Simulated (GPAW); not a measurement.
# Screening of a field by Si/Ta(100)

How does Si/Ta(100) screen a perpendicular field?

Program: GPAW 26.7.0. Level of theory: GPAW, PAW setups; slab in vacuum, relaxation, in the first sound run; inputs show where later runs differ. Results are calculated unless marked as measured.

## 1. Starting point

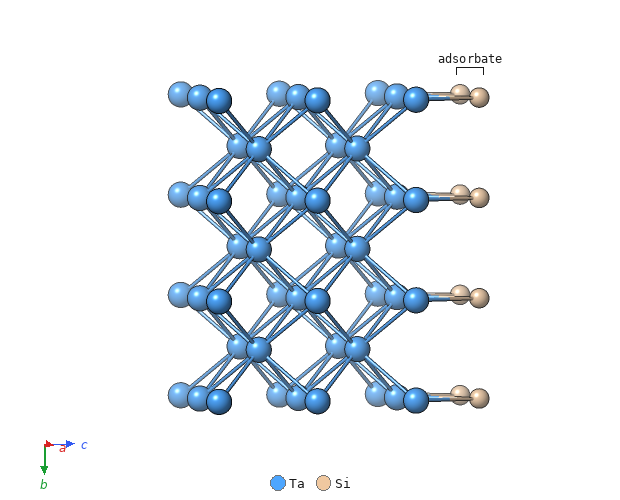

Start, viewed from the side, with the c axis across the page; tantalum blue, silicon light orange. 2×3×1 cells are drawn. Some periodic images of atoms are drawn too.

The cell holds 6 atoms: 5 Ta and 1 Si. Cell: a = 3.310 Å, b = 3.310 Å, c = 23.063 Å, α = 90.0°, β = 90.0°, γ = 90.0°. Vacuum lies along c.

Coordinates:

```
Ta Si
1.0
     3.31000    0.00000    0.00000
     0.00000    3.31000    0.00000
     0.00000    0.00000   23.06263
Ta Si
5 1
Direct
  0.00000 0.00000 0.30352
  0.50000 0.50000 0.37528
  0.00000 0.00000 0.44704
  0.50000 0.50000 0.51880
  0.00000 0.00000 0.59057
  0.50000 0.00000 0.69648
```

## 2. Relaxation

The atoms are relaxed first, since the surface dipole, and with it the work function, follows the positions of the outer layers. The lowest 3 atoms are held at bulk positions and keep their forces.

Input file run.py:

```python
import json
import numpy as np
from ase import Atoms
from ase.constraints import FixAtoms
from ase.optimize import BFGS
from gpaw import GPAW, PW

slab = Atoms(
    ['Ta', 'Ta', 'Ta', 'Ta', 'Ta', 'Si'],
    positions=[
        [0.00000, 0.00000, 7.00000],
        [1.65500, 1.65500, 8.65500],
        [0.00000, 0.00000, 10.31000],
        [1.65500, 1.65500, 11.96500],
        [0.00000, 0.00000, 13.62000],
        [1.65500, 0.00000, 16.06263]],
    cell=[[3.31, 0.0, 0.0], [0.0, 3.31, 0.0], [0.0, 0.0, 23.06263]],
    pbc=[True, True, False])

slab.calc = GPAW(mode=PW(400), xc='PBE', kpts={'size': (10, 10, 1), 'gamma': True},
                 occupations={'name': 'fermi-dirac', 'width': 0.1}, nbands='200%',
                 convergence={'density': 1e-05}, maxiter=200,
                 poissonsolver={'dipolelayer': 'xy'},
                 symmetry={'tolerance': 1e-3, 'extra_ids': [1, 1, 1, 0, 0, 0]}, txt='slab.txt')
result = {}
slab.set_constraint(FixAtoms([0, 1, 2]))
path = []
opt = BFGS(slab, maxstep=0.2)
opt.attach(lambda: path.append((slab.get_potential_energy(), slab.positions.tolist(), slab.get_forces().tolist())))
result['relaxed'] = bool(opt.run(fmax=0.03, steps=40))
result['path'] = path
energy = slab.get_potential_energy()
fermi = slab.calc.get_fermi_level()
v = slab.calc.get_electrostatic_potential().mean((0, 1)) - fermi
n = slab.calc.get_pseudo_density().mean((0, 1))
L = slab.cell[2, 2]
z = np.arange(len(v)) * L / len(v)
low, high = slab.positions[:, 2].min(), slab.positions[:, 2].max()
below, above = np.interp([low - 4.8, high + 4.8], z, v)
slopes = [np.interp(x, z, np.gradient(v, z)) for x in (low - 4.8, high + 4.8)]
eps = np.array([[slab.calc.get_eigenvalues(k, s) for k in range(len(slab.calc.get_ibz_k_points()))]
                for s in range(slab.calc.get_number_of_spins())]) - fermi
top, bottom = eps[eps < 0].max(), eps[eps > 0].min()
dipole = slab.get_dipole_moment()[2]
print(f'energy {energy:.4f} eV, Fermi level {fermi:.4f} eV, dipole {dipole:.5f} e A')
print(f'potential 4.8 A off the faces, from the Fermi level: lower {below:.4f} eV, upper {above:.4f} eV')
print(f'slope of the potential there: lower {slopes[0]:.5f}, upper {slopes[1]:.5f} eV/A')
print(f'nearest levels on the mesh: {top:.4f} and {bottom:.4f} eV')
print('magnetic moment', round(slab.get_magnetic_moment(), 3))
result.update(energy=energy, fermi=fermi, dipole=dipole, below=below, above=above, slopes=slopes, edges=[top, bottom],
              z=z.tolist(), v=v.tolist(), n=n.tolist(), positions=slab.positions.tolist(),
              forces=slab.get_forces(apply_constraint=False).tolist(), moments=slab.get_magnetic_moments().tolist())
json.dump(result, open('result.json', 'w'))
```

Started as:

```console
$ OMP_NUM_THREADS=1 OPENBLAS_NUM_THREADS=1 python run.py
```

Log:

```text
Step          Energy          fmax
BFGS:    0      -50.433942        1.207097
BFGS:    1      -50.466619        1.180503
BFGS:    2      -50.713557        0.492834
BFGS:    3      -50.723689        0.513716
BFGS:    4      -50.728409        0.371646
BFGS:    5      -50.734890        0.300248
BFGS:    6      -50.754205        0.410081
BFGS:    7      -50.771966        0.395371
BFGS:    8      -50.787928        0.389232
BFGS:    9      -50.796304        0.364600
BFGS:   10      -50.799235        0.266833
BFGS:   11      -50.802051        0.093454
BFGS:   12      -50.802811        0.029492
energy -50.6960 eV, Fermi level 2.3742 eV, dipole -0.04769 e A
potential 4.8 A off the faces, from the Fermi level: lower 3.9599 eV, upper 4.7474 eV
slope of the potential there: lower -0.00364, upper 0.00041 eV/A
nearest levels on the mesh: -0.0020 and 0.0025 eV
magnetic moment 0.0
```

The job ended after 73 min (1 thread of Arm Neoverse V1, shared host; peak memory 0.41 GiB).

Relaxation path:

```
step  energy less that of the first step (eV)  largest force (eV/Å)
   1                                   0.0000                1.2071
   2                                  -0.0328                1.1805
   3                                  -0.2832                0.4928
   4                                  -0.2941                0.5137
   5                                  -0.2988                0.3716
   6                                  -0.3059                0.3002
   7                                  -0.3280                0.4101
   8                                  -0.3491                0.3954
   9                                  -0.3682                0.3892
  10                                  -0.3781                0.3646
  11                                  -0.3808                0.2668
  12                                  -0.3827                0.0935
  13                                  -0.3829                0.0295
```

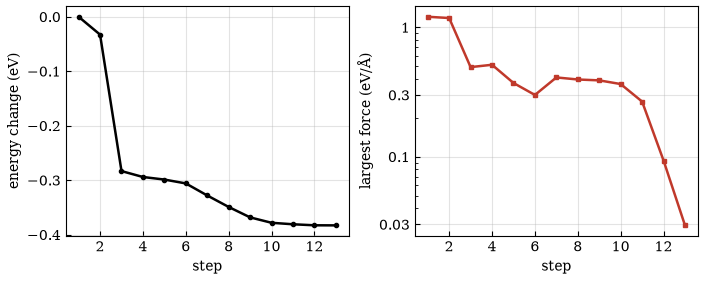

Energy and largest force along the relaxation.

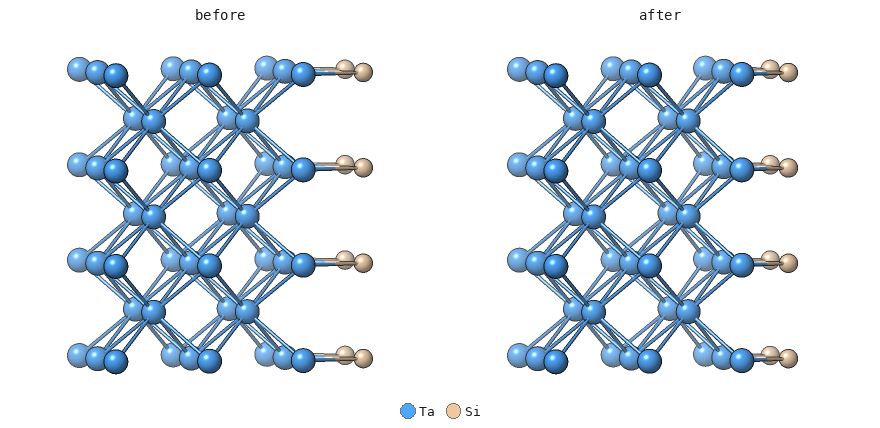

Before and after, at one scale.

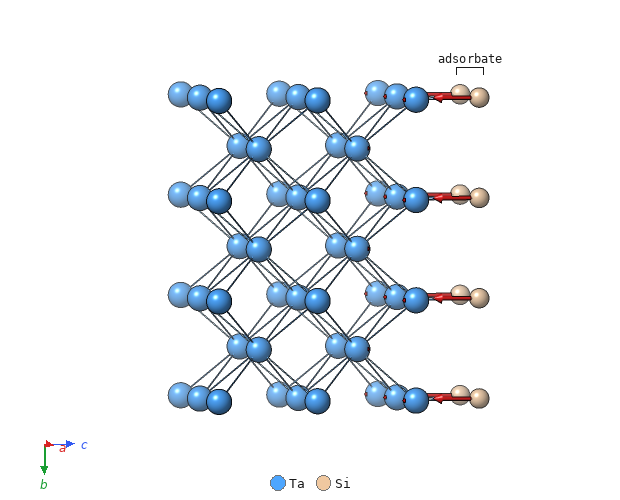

Displacements in the relaxation, exaggerated; the longest in the cell stands for 0.53 Å. 2×3×1 cells are drawn. Some periodic images of atoms are drawn too.

The atoms that moved most (Å):

```
atom     dx     dy      dz  length
 Si6  0.000  0.000  -0.525   0.525
 Ta5  0.000  0.000  -0.047   0.047
 Ta4  0.000  0.000   0.032   0.032
```

Final coordinates:

```
Ta Si
1.0
     3.31000    0.00000    0.00000
     0.00000    3.31000    0.00000
     0.00000    0.00000   23.06263
Ta Si
5 1
Cartesian
  0.0000 0.0000 7.0000
  1.6550 1.6550 8.6550
  0.0000 0.0000 10.3100
  1.6550 1.6550 11.9966
  0.0000 0.0000 13.5731
  1.6550 0.0000 15.5374
```

Numbers from this step:

```
dipole along the normal                    : -0.04769 e·Å
levels nearest the Fermi level on the mesh : -0.002035, 0.002471 eV from the Fermi level
upper work function                        : 4.747 eV
lower work function                        : 3.960 eV
```

The electrostatic potential energy of an electron (without an applied field's), less the Fermi level, planar mean oscillates, so the rows of the table below give means over windows of 1.71 Å about each position, cut where the curve ends. Its maxima inside the range that stand out by 2 % of the span (Å: eV): 7.8: -6.95, 9.5: -6.92, 11.1: -6.48, 12.8: -8.02, 14.6: -1.42. Its minima: 7.0: -17.6, 8.6: -17.3, 10.4: -17.1, 12.0: -17.0, 13.6: -17.6, 15.5: -10.3.

The electrostatic potential energy of an electron (without an applied field's), less the Fermi level, planar mean by z; means over each step:

```
z (Å)  electrostatic potential energy of an electron (without an applied field's), less the Fermi level, planar mean (eV)
 0.85                                                                                                                4.00
 2.56                                                                                                                3.96
 4.28                                                                                                                3.73
 5.98                                                                                                               -3.02
 7.70                                                                                                               -12.1
 9.41                                                                                                               -12.0
11.12                                                                                                               -11.6
12.82                                                                                                               -12.9
14.54                                                                                                               -6.30
16.25                                                                                                               -2.08
17.96                                                                                                                4.61
19.66                                                                                                                4.75
21.38                                                                                                                4.75
```

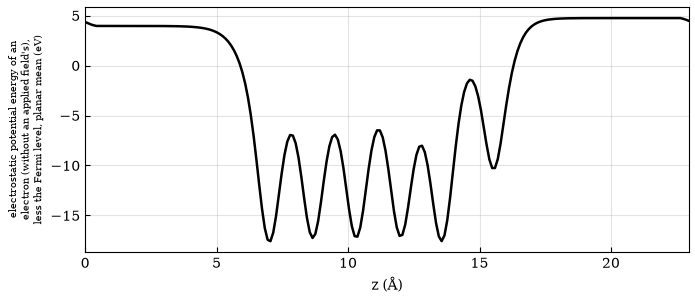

Electrostatic potential energy of an electron (without an applied field's), less the Fermi level, planar mean, plotted against z.

The pseudo valence density, planar mean oscillates, so the rows of the table below give means over windows of 1.71 Å about each position, cut where the curve ends. Its maxima inside the range that stand out by 2 % of the span (Å: e/Å³): 7.0: 1.09, 8.8: 1.08, 10.3: 1.11, 12.0: 1.12, 13.7: 1.05. Its minima: 7.9: 0.427, 9.4: 0.418, 11.1: 0.394, 12.8: 0.456.

Table of pseudo valence density, planar mean by z; means over each step:

```
z (Å)  pseudo valence density, planar mean (e/Å³)
 0.85                                      4.0e-6
 2.56                                      1.6e-4
 4.28                                     0.00545
 5.98                                       0.248
 7.70                                       0.722
 9.41                                       0.727
11.12                                       0.710
12.82                                       0.769
14.54                                       0.379
16.25                                       0.117
17.96                                     0.00529
19.66                                      5.9e-5
```

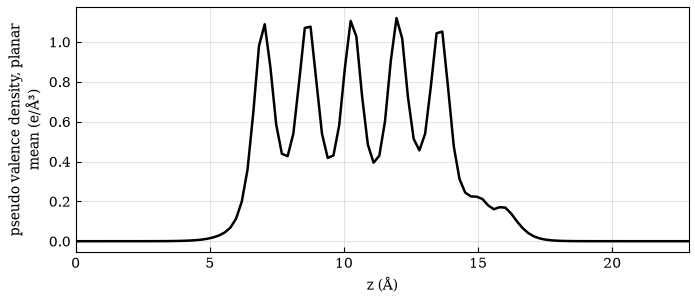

Pseudo valence density, planar mean against z.

The relaxation lowered the energy of the cell by 0.383 eV (energies extrapolated to zero smearing; the optimiser's log prints free energies). The largest force left on a free atom is 0.029 eV/Å.

## 3. Plane waves, PBE

The work function is the vacuum plateau of the electrostatic potential less the Fermi level; a dipole layer lets the two faces have plateaus of their own.

This step: GPAW, PAW setups; slab in vacuum (GPAW 26.7.0).

run.py, as its differences from that of step 2:

```diff
@@ -3,4 +3,2 @@
 from ase import Atoms
-from ase.constraints import FixAtoms
-from ase.optimize import BFGS
 from gpaw import GPAW, PW
@@ -13,5 +11,5 @@
         [0.00000, 0.00000, 10.31000],
-        [1.65500, 1.65500, 11.96500],
-        [0.00000, 0.00000, 13.62000],
-        [1.65500, 0.00000, 16.06263]],
+        [1.65500, 1.65500, 11.99658],
+        [0.00000, 0.00000, 13.57315],
+        [1.65500, -0.00000, 15.53742]],
     cell=[[3.31, 0.0, 0.0], [0.0, 3.31, 0.0], [0.0, 0.0, 23.06263]],
@@ -23,10 +21,4 @@
                  poissonsolver={'dipolelayer': 'xy'},
-                 symmetry={'tolerance': 1e-3, 'extra_ids': [1, 1, 1, 0, 0, 0]}, txt='slab.txt')
+                 symmetry={'tolerance': 1e-3}, txt='slab.txt')
 result = {}
-slab.set_constraint(FixAtoms([0, 1, 2]))
-path = []
-opt = BFGS(slab, maxstep=0.2)
-opt.attach(lambda: path.append((slab.get_potential_energy(), slab.positions.tolist(), slab.get_forces().tolist())))
-result['relaxed'] = bool(opt.run(fmax=0.03, steps=40))
-result['path'] = path
 energy = slab.get_potential_energy()
```

Log:

```text
energy -50.6960 eV, Fermi level 2.3742 eV, dipole -0.04770 e A
potential 4.8 A off the faces, from the Fermi level: lower 3.9599 eV, upper 4.7475 eV
slope of the potential there: lower -0.00363, upper 0.00040 eV/A
nearest levels on the mesh: -0.0020 and 0.0025 eV
magnetic moment 0.0
```

Run time: 6.5 min. Hardware: 1 thread; peak memory 0.4 GiB.

Numbers from this step:

- dipole along the normal: -0.04770 e·Å
- levels nearest the Fermi level on the mesh: -0.002035, 0.002467 eV from the Fermi level

The electrostatic potential energy of an electron (without an applied field's), less the Fermi level, planar mean oscillates, so the rows of the table below give means over windows of 1.71 Å about each position, cut where the curve ends. Its maxima inside the range that stand out by 2 % of the span (Å: eV): 7.8: -6.95, 9.5: -6.92, 11.1: -6.48, 12.8: -8.02, 14.6: -1.42. Its minima: 7.0: -17.6, 8.6: -17.3, 10.4: -17.1, 12.0: -17.0, 13.6: -17.6, 15.5: -10.3.

Table of electrostatic potential energy of an electron (without an applied field's), less the Fermi level, planar mean by z; means over each step:

(Unchanged from step 2.)

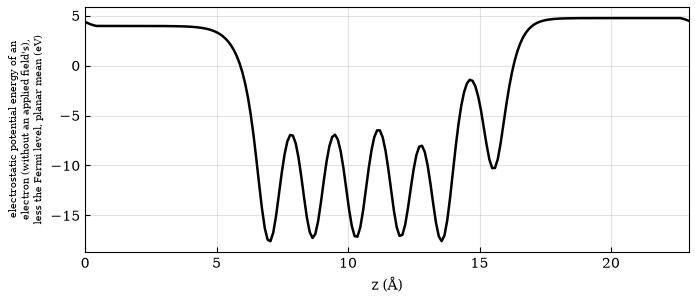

Electrostatic potential energy of an electron (without an applied field's), less the Fermi level, planar mean against z.

The pseudo valence density, planar mean oscillates, so the rows of the table below give means over windows of 1.71 Å about each position, cut where the curve ends. Its maxima inside the range that stand out by 2 % of the span (Å: e/Å³): 7.0: 1.09, 8.8: 1.08, 10.3: 1.11, 12.0: 1.12, 13.7: 1.05. Its minima: 7.9: 0.427, 9.4: 0.418, 11.1: 0.394, 12.8: 0.456.

Pseudo valence density, planar mean against z; means over each step:

(Unchanged from step 2.)

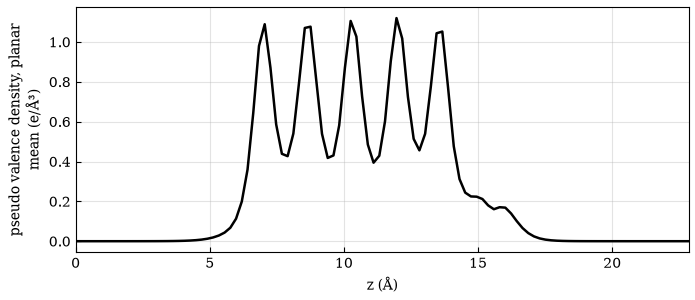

Pseudo valence density, planar mean against z.

Force by atom:

```
atom  x (eV/Å)  y (eV/Å)  z (eV/Å)  size
 Ta1      0.00      0.00      1.32  1.32
 Ta2      0.00      0.00     -1.38  1.38
 Ta3      0.00      0.00      0.08  0.08
 Ta4      0.00      0.00      0.00  0.00
 Ta5      0.00      0.00     -0.03  0.03
 Si6      0.00      0.00      0.02  0.02
```

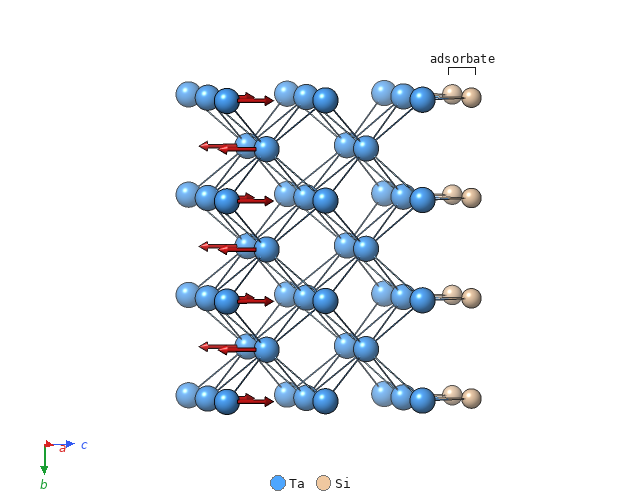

Force as arrows, the longest 1.38 eV/Å. 2×3×1 cells are drawn. Some periodic images of atoms are drawn too.

The potential is flat to 0.004 eV/Å where it is read, so the vacuum is wide enough.

## 4. Field on

A uniform field along the normal polarises the slab; the atoms stay fixed, so this is the electronic response alone.

run.py, as its differences from that of step 3:

```diff
@@ -4,2 +4,3 @@
 from gpaw import GPAW, PW
+from gpaw.external import ConstantElectricField
 
@@ -21,2 +22,3 @@
                  poissonsolver={'dipolelayer': 'xy'},
+                 external=ConstantElectricField(-0.2, [0, 0, 1]),
                  symmetry={'tolerance': 1e-3}, txt='slab.txt')
```

Log:

```text
energy -50.7201 eV, Fermi level 2.4331 eV, dipole -0.19676 e A
potential 4.8 A off the faces, from the Fermi level: lower 2.6028 eV, upper 5.8532 eV
slope of the potential there: lower -0.00241, upper 0.00062 eV/A
nearest levels on the mesh: -0.0020 and 0.0091 eV
magnetic moment 0.0
```

It took 8 min on 1 thread; peak memory 0.54 GiB.

This step gave:

- dipole along the normal: -0.1968 e·Å
- levels nearest the Fermi level on the mesh: -0.001984, 0.009143 eV from the Fermi level
- potential below the slab, the applied field's own ramp left out: 2.603 eV from the Fermi level
- potential above the slab, the applied field's own ramp left out: 5.853 eV from the Fermi level

The electrostatic potential energy of an electron (without an applied field's), less the Fermi level, planar mean oscillates, so the rows of the table below give means over windows of 1.71 Å about each position, cut where the curve ends. Its maxima inside the range that stand out by 2 % of the span (Å: eV): 7.8: -7.70, 9.5: -7.33, 11.2: -6.55, 12.8: -7.77, 14.6: -0.800, 22.5: 5.85. Its minima: 7.0: -18.5, 8.6: -17.8, 10.4: -17.4, 12.0: -17.0, 13.6: -17.2, 15.5: -9.47.

The electrostatic potential energy of an electron (without an applied field's), less the Fermi level, planar mean by z; means over each step:

```
z (Å)  electrostatic potential energy of an electron (without an applied field's), less the Fermi level, planar mean (eV)
 0.85                                                                                                                2.78
 2.56                                                                                                                2.60
 4.28                                                                                                                2.41
 5.98                                                                                                               -4.14
 7.70                                                                                                               -12.9
 9.41                                                                                                               -12.5
11.12                                                                                                               -11.7
12.82                                                                                                               -12.7
14.54                                                                                                               -5.70
16.25                                                                                                               -1.15
17.96                                                                                                                5.70
19.66                                                                                                                5.85
21.38                                                                                                                5.85
```

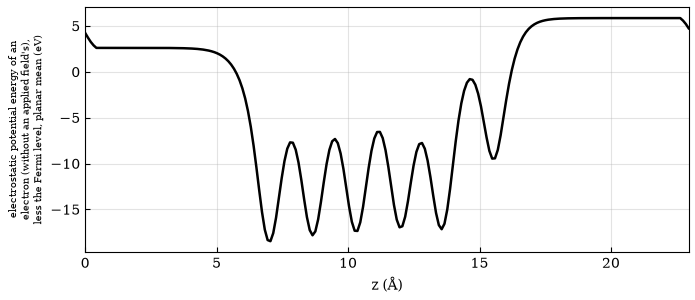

Electrostatic potential energy of an electron (without an applied field's), less the Fermi level, planar mean against z.

Force by atom:

```
atom  x (eV/Å)  y (eV/Å)  z (eV/Å)  size
 Ta1      0.00      0.00      1.33  1.33
 Ta2      0.00      0.00     -1.39  1.39
 Ta3      0.00      0.00      0.08  0.08
 Ta4      0.00      0.00     -0.01  0.01
 Ta5      0.00      0.00     -0.05  0.05
 Si6      0.00      0.00      0.04  0.04
```

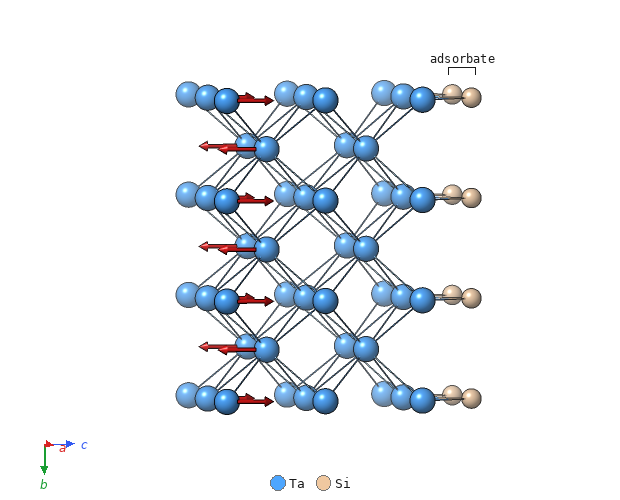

Force as arrows, the longest 1.39 eV/Å. 2×3×1 cells are drawn. Some periodic images of atoms are drawn too.

The dipole is now -0.197 e Å, against -0.048 in the run without a field.

(Continued in part 2 of 2.)

[Logs are printed without paths, hosts, clocks, repeated set-up lines and the standing remarks that a program may print on its own settings, such as how far it seeks lower states.]

[Hosts, paths, dates, database ids (printed as entryN), source tags and the programs' standing remarks are cut or masked in the printed files.]
